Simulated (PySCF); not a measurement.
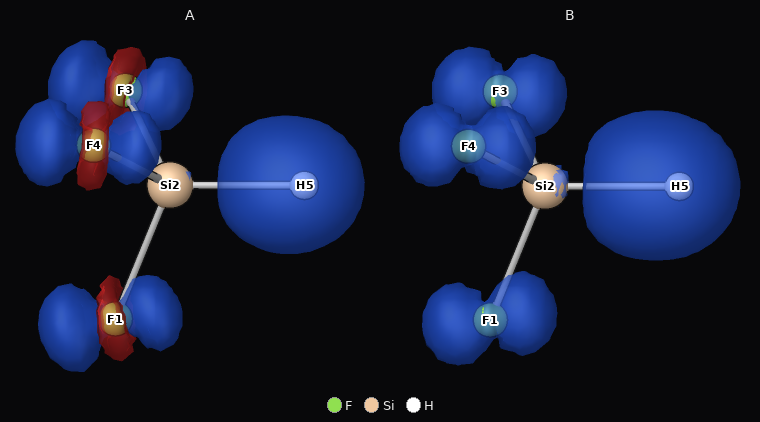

Figure 1: F3HSi, SMILES `F[SiH](F)F`. The Fukui function f⁻ from two separate SCF calculations and the density of the HOMO, at ±0.06 e/Å³ (blue positive, red negative).

Computed with PySCF, TPSSh/def2-TZVP, geometry: GFN2-xTB. No frequency check shows the geometry to be a minimum.

Input script:

```python
import numpy as np
from pyscf import gto, scf, dft
from pyscf.scf import atom_ks, atom_hf
from scipy.linalg import block_diag

def solve(mol, dm0=None, hcore=None):
    mf = (dft.UKS if mol.spin else dft.RKS)(mol, xc='tpssh')
    mf.grids.level = 3
    mf = mf.density_fit(auxbasis='def2-universal-jkfit')
    mf.conv_tol, mf.max_cycle = 1e-8, 80
    if hcore is not None:
        mf.get_hcore = lambda *args: hcore
    mf.kernel(dm0)
    if not mf.converged:
        mf = mf.newton().run(mf.mo_coeff, mf.mo_occ, max_cycle=30)
    assert mf.converged, 'SCF not converged'
    return mf

mol = gto.M(atom='''
F     -1.39659    -0.39524    -0.25710
Si    -0.00002     0.00000     0.36760
F      1.04061    -1.01184    -0.25710
F      0.35601     1.40709    -0.25710
H      0.00009    -0.00001     1.79541
''', basis='def2-tzvp', charge=0, spin=0, verbose=4)
mf = solve(mol)
out = dict(e0=mf.e_tot, dm0=mf.make_rdm1(), c=mf.mo_coeff, occ=mf.mo_occ, eps=mf.mo_energy)
for name, dq, spin in [('cation', 1, 1), ('anion', -1, 1)]:
    ion = mol.copy().set(charge=mol.charge + dq, spin=spin).build()
    mi = solve(ion)
    if spin and dq > 0 and mol.nao < 130:
        c, _, stable, _ = mi.stability(return_status=True)
        if not stable:
            mi = solve(ion, mi.make_rdm1(c, mi.mo_occ))
    print(name, 'vertical energy change / eV', (mi.e_tot - mf.e_tot) * 27.211386)
    out.update({'e_' + name: mi.e_tot, 'dm_' + name: mi.make_rdm1(), 's2_' + name: mi.spin_square()[0], 'eps_' + name: mi.mo_energy, 'occ_' + name: mi.mo_occ})
# spherically averaged free atoms, for the promolecule
atm = atom_ks.get_atm_nrks(mol, xc='tpssh')
pro = block_diag(*[(atm[a[0]][2] * atm[a[0]][3]) @ atm[a[0]][2].T for a in mol._atom])
np.savez('result.npz', pro=pro, **out)
```

Command:

```sh
OMP_NUM_THREADS=1 python input.py
```

The run took 2.8 min on 1 thread of Arm Neoverse N1, on a shared host, peak memory 0.68 GiB.

Partitions, critical points and surface values were worked out afterwards from this run's density.

**Which panel is which, and how good is the frozen-orbital picture?**

A is f⁻ (it has negative regions), B the HOMO density. The HOMO lies on H5 (31 %), Si2 (25 %) and F1, F3 and F4 (15 % each); f⁻ (Hirshfeld-condensed) is largest on Si2 (0.25), H5 (0.24) and F1, F3 and F4 (0.17 each); the vertical ionisation energy is 14.08 eV (the stability of the cation's solution wasn't checked). Relaxation shifts 7 % of the electron between atoms. The orbital energy is −10.76 eV.
